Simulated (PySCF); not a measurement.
C₅H₁₁NOSi₂ (SMILES C=NC1=C(CCO)[SiH2][SiH2]1)

Input file:

```
{"job": {"kind": "nmr", "xc": "PBE0", "basis": "pcSseg-1"}, "charge": 0, "multiplicity": 1}
C     -2.803807    -1.298567    -1.243614
N     -2.136213    -0.923809    -0.248135
C     -1.263610     0.078700    -0.105745
C      0.087288     0.046914    -0.055908
C      0.959500    -1.141645    -0.312865
C      2.260617    -0.983601     0.473449
O      2.875970     0.259707     0.215955
Si     0.642727     1.790696     0.396688
Si    -1.699182     1.904421     0.353273
H     -3.526710    -2.091314    -1.109428
H     -2.705561    -0.879148    -2.247590
H      1.194974    -1.215099    -1.383704
H      0.460391    -2.068485    -0.018747
H      2.954263    -1.807081     0.252022
H      2.048430    -0.983942     1.544598
H      3.057032     0.319394    -0.728549
H      1.320817     2.032306     1.671952
H      1.363916     2.523614    -0.657268
H     -2.594501     1.941515     1.517660
H     -2.501490     2.506104    -0.726775
```

Command:

```sh
OMP_NUM_THREADS=1 python probes_run.py task.json out
```

Geometry: GFN2-xTB.

Level of theory: PBE0/pcSseg-1, SCF density, gas phase, non-relativistic (PySCF 2.14.0).

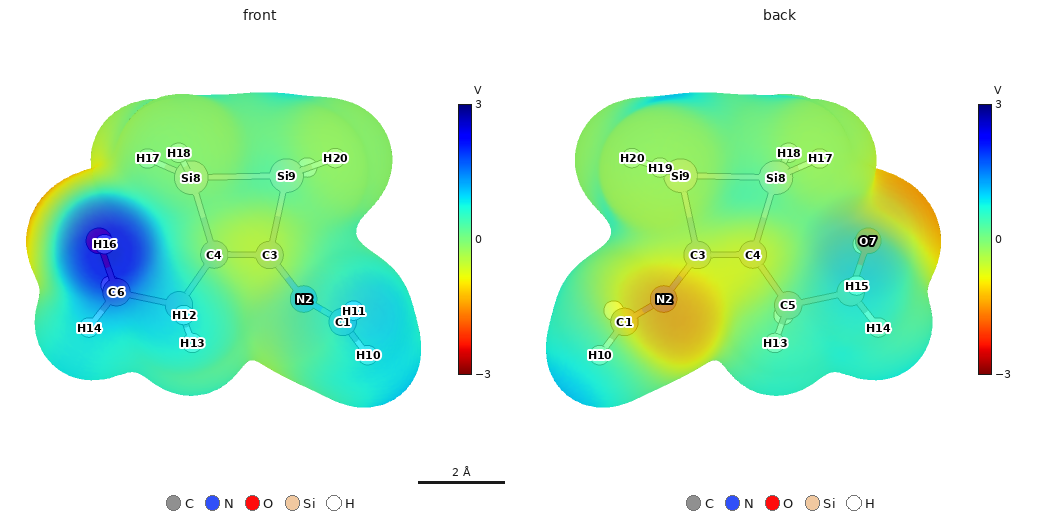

Figure 1. The electrostatic potential painted on the density surface at 0.002 e/bohr³, seen from the front and from behind; red is negative and blue positive.

Q: Which sites attract a positive test charge, and which a negative one?

A: A positive charge is drawn to the negative regions and a negative charge to the positive ones. The most negative region (about −1.5 V) lies over N2 and O7, the most positive (about +2.3 V) over H16.

Q: How polar is the molecule by this calculation?

A: Its dipole moment is 2.93 D.

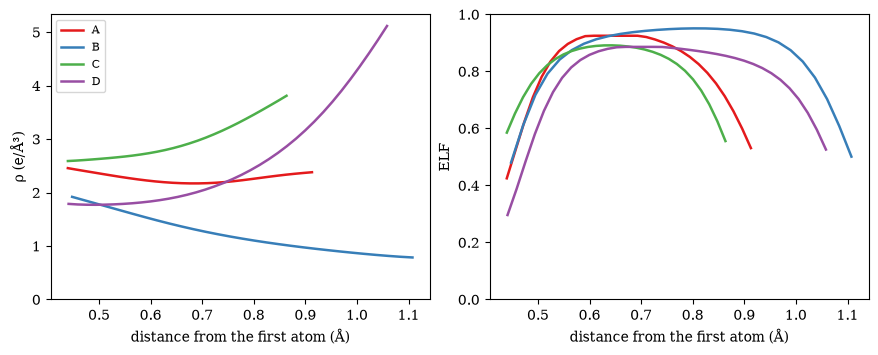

Figure 2. Total electron density and ELF along straight lines between neighbouring atoms. The curves leave out the atomic cores.

Q: Which curve belongs to which contact (C–C, C–N, C–O and C–Si)? The first atom named is at distance zero.

A: Curve A: C–C (1.35 Å): ρ is about 2.2 e/Å³ halfway; the ELF peaks at about 0.95 between the atoms; a covalent bond. Curve B: C–Si (1.89 Å): the density is about 0.92 e/Å³ at the midpoint; the ELF peaks at about 0.95 between the atoms (localised, covalent bonding). Curve C: C–N (1.26 Å): ρ at the midpoint is about 2.8 e/Å³; the ELF peaks at about 0.90 between the atoms (a multiple bond). Curve D: C–O (1.41 Å): ρ is about 2.1 e/Å³ halfway, with its minimum of 1.8 e/Å³ about 0.5 Å from C; the ELF peaks at about 0.90 between the atoms, as expected for a shared but strongly polarised pair.
